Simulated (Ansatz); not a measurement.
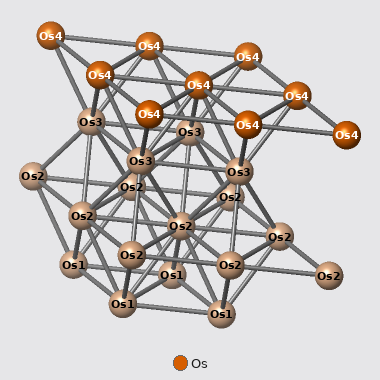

The system is C on an Os(001) slab cut from the P6_3/mmc phase, its upper half relaxed before the scan (4 atoms of substrate and one adsorbate in a 1 × 1 cell); the picture shows it without the atoms that are moved over the map. C is moved over the surface cell; relaxed at each place: the height of the adsorbate's atoms; substrate rigid; the origin of the map has the adsorbate above Os4. Places are given modulo a cell vector. The map is drawn in real space over the plane of the surface. The grid has 6 × 6 points; 10 points were computed and 26 follow by symmetry. Energies are in eV, from the lowest grid point. With one adsorbate in each 1 × 1 cell, its nearest image is 2.7 Å away, so neighbouring adsorbates interact. The calculation used DFT LDA, scalar-relativistic, plane waves, PAW (Ansatz). Settings: cutoff 420 eV, k-mesh 12×12×1, gaussian smearing 0.1 eV, no spin polarisation.

Range: position of C5 along the first surface vector from 0.000 to 0.833; position of C5 along the second surface vector from 0.000 to 0.833.

Predict the map.

The lowest grid point is at a threefold hollow over a second-layer Os atom, (2/6, 4/6) of the cell vectors. There is a further well near a threefold hollow, (4/6, 2/6) of the cell vectors (0.40 eV above the lowest at that grid point). The highest grid point, the top site over a surface Os atom, (0/6, 0/6) of the cell vectors, lies 1.83 eV above the lowest. On the interpolated surface the easiest way out of the lowest well to the well at a threefold hollow, (4/6, 2/6) of the cell vectors passes a barrier of about 0.95 eV. At the lowest point the adsorbate has 3 Os at 1.96 Å as nearest neighbours, at the highest 1 Os at 1.78 Å. Its relaxed height above the top atom is 1.17 Å at the lowest and 1.78 Å at the highest point.

| second ↓, first → | 0/6 | 1/6 | 2/6 | 3/6 | 4/6 | 5/6 |
| --- | --- | --- | --- | --- | --- | --- |
| 5/6 | 1.63 | 1.42 | 0.79 | 0.79 | 1.42 | 1.63 |
| 4/6 | 1.33 | 0.79 | 0.00 | 0.79 | 1.33 | 1.37 |
| 3/6 | 0.94 | 0.79 | 0.79 | 0.94 | 0.93 | 0.93 |
| 2/6 | 1.33 | 1.42 | 1.33 | 0.93 | 0.40 | 0.93 |
| 1/6 | 1.63 | 1.63 | 1.37 | 0.93 | 0.93 | 1.37 |
| 0/6 | 1.83 | 1.63 | 1.33 | 0.94 | 1.33 | 1.63 |

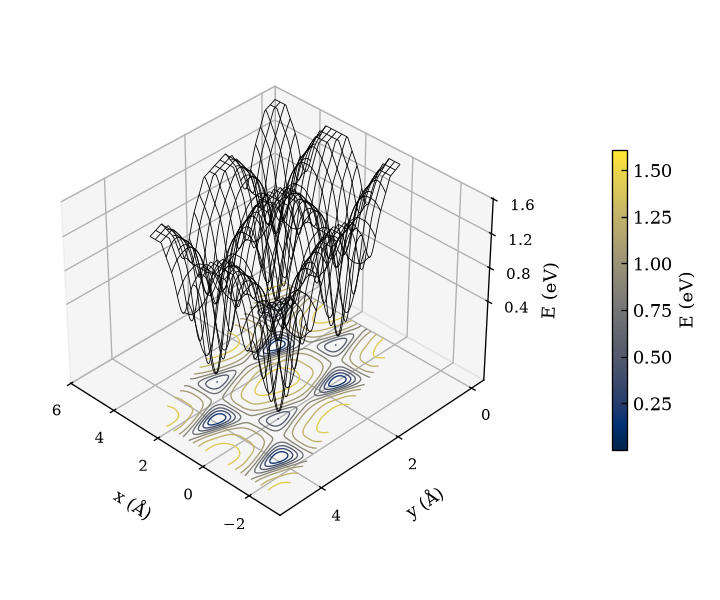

In the figure: a relief with its contours projected below, any walls above the top of the colour scale cut off. Between grid points the surface is interpolated.

Time for the 10 points that were run: 16 min on 1 thread of Arm Neoverse V1, on a shared host.
